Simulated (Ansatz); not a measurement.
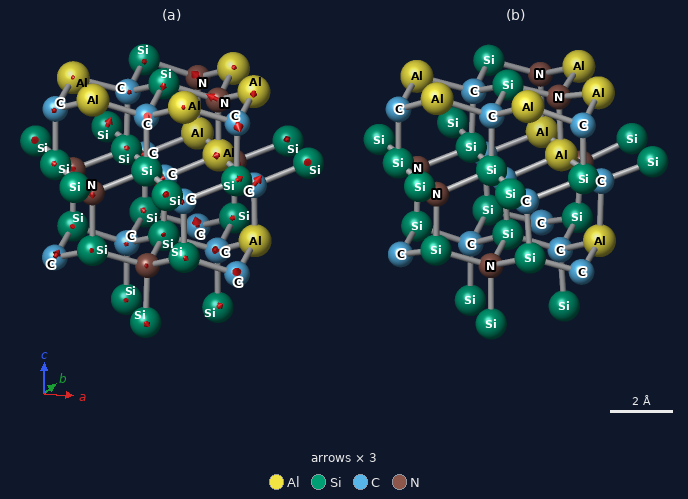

The structure of a crystal of Al₂₁Si₂₇C₂₇N₂₁ (a generated structure, set up in P1) before (left) and after (right) a relaxation, at one scale. The red arrows give the displacements (the part carried along by the change of the cell is left out), 3 times their true length.

The picture is a ball-and-stick view of the atoms within 5.0 Å of the atom that moves most (axes of the cell of the calculation (origin shifted)), seen slightly off an axis.

Theory: DFT, PBEsol, PAW, plane waves (Ansatz). Set-up: plane-wave cutoff 420 eV; k-point mesh 1 × 1 × 1; mesh shifted by (0.25, 0.25, 0.25); no spin polarisation; cell relaxed at fixed alpha, beta, gamma; force threshold 0.03 eV/Å; at most 80 steps.

Question: Summarise the run.

Answer: The atom that moves furthest relative to the cell is a C atom (0.19 Å roughly along [−2 −1 −1]). By element the largest moves are C 0.19 Å, N 0.15 Å, Si 0.12 Å, Al 0.11 Å. The drawn cell changes as follows: a 9.278 → 9.304 Å (+0.3 %), b 10.713 → 10.742 Å (+0.3 %), c 10.039 → 10.078 Å (+0.4 %); the volume changes by +0.9 %. Near-neighbour distances that change, for instance: Al–C 1.841 → 2.017 Å, C–Si 1.940 → 1.799 Å, C–Si 1.855 → 1.996 Å, C–Si 1.921 → 1.786 Å. Bond angles that change, for instance: Al–C–Si 110.9° → 102.6°, C–Si–N 113.3° → 105.1°, Si–N–Si 108.9° → 117.1°. The space group stays P1 (No. 1). Over 6 geometry steps the energy falls by 105 meV per atom. The largest force component goes from 4.4 to 0.0023 eV/Å. The pressure goes from 2.32 to 0.02 GPa. The run took 90 s on 7 threads of Arm Neoverse-V2, peak memory 2 GiB.
